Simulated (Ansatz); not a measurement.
MoS$_{2}$ (space group P6_3/mmc)

```yaml
crystal:
  lattice:
    - [6.25541, 0.00000, 0.00000]
    - [-1.56385, 2.70867, 0.00000]
    - [0.00000, 0.00000, 12.19912]
  atoms:
    - { symbol: Mo, position: [0.00000, 0.00000, 0.25000] }
    - { symbol: Mo, position: [0.50000, 0.00000, 0.25000] }
    - { symbol: Mo, position: [0.00000, 0.00000, 0.75000] }
    - { symbol: Mo, position: [0.50000, 0.00000, 0.75000] }
    - { symbol: S, position: [0.16667, 0.66667, 0.37714] }
    - { symbol: S, position: [0.66667, 0.66667, 0.37714] }
    - { symbol: S, position: [0.33333, 0.33333, 0.62286] }
    - { symbol: S, position: [0.83333, 0.33333, 0.62286] }
    - { symbol: S, position: [0.33333, 0.33333, 0.87714] }
    - { symbol: S, position: [0.83333, 0.33333, 0.87714] }
    - { symbol: S, position: [0.16667, 0.66667, 0.12286] }
    - { symbol: S, position: [0.66667, 0.66667, 0.12286] }
```

The atoms are displaced by Q × the pattern below (from a DFPT mode at M = (0.5, 0.0, 0.0), largest move 1; Q in Å), at fixed cell. (q is in reciprocal vectors of the primitive cell; the cell shown is doubled to hold the pattern.)

```tsv
atom	x	y	z
Mo1	-0.463	0.801	0.000
Mo2	0.463	-0.801	0.000
Mo3	0.463	-0.801	0.000
Mo4	-0.463	0.801	0.000
S5	-0.500	0.866	0.000
S6	0.500	-0.866	0.000
S7	-0.500	0.866	0.000
S8	0.500	-0.866	0.000
S9	-0.500	0.866	0.000
S10	0.500	-0.866	0.000
S11	-0.500	0.866	0.000
S12	0.500	-0.866	0.000
```

Computed with LDA (plane waves to 420 eV, PAW, scalar-relativistic; Ansatz, a first-principles code). k mesh 6×12×3 (Γ-centred), Fermi-Dirac smearing 0.05 eV. Energies are smeared free energies. Compression counts positive. MoS2 is run without spin polarisation. MoS2 was relaxed with its symmetry unable to fall. The zero of ΔE is the undisplaced structure.

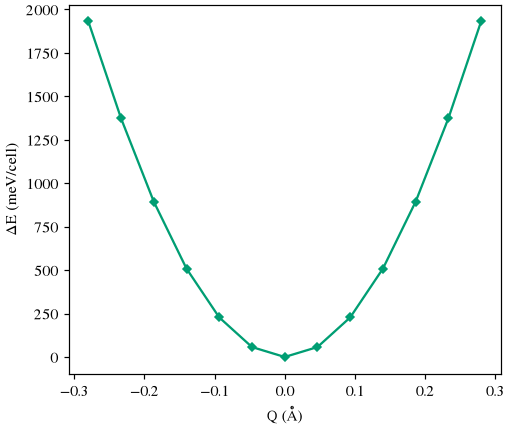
Fig. 1. ΔE (meV/cell) against Q (Å); one marker a computed point.

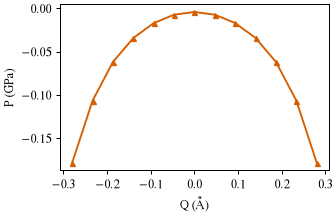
Fig. 1. P (GPa) against Q (Å); computed points joined by lines.

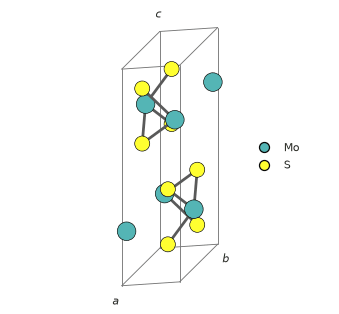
Fig. 1. The cell of the calculation at Q = 0.280 Å.

The energy at Q = 0.280 Å is 1932 meV/cell. Symmetry of the curve: even: the same for both signs. Harmonic wavenumber from the curvature (finite differences): 156 cm⁻¹. Wavenumber by perturbation theory (DFPT, on another k mesh): 156 cm⁻¹. Space group of the distorted cell: Pnma (No. 62), lowered from P6_3/mmc.

E″ = 52.54 eV/Å², M = Σ mᵢ|uᵢ|² = 584.9 u, ν̃ = 521.5·√(|E″|/M).

(For displaced atoms, the force is minus the slope of the energy, and its curvature is a force constant, which sets phonon frequencies.)
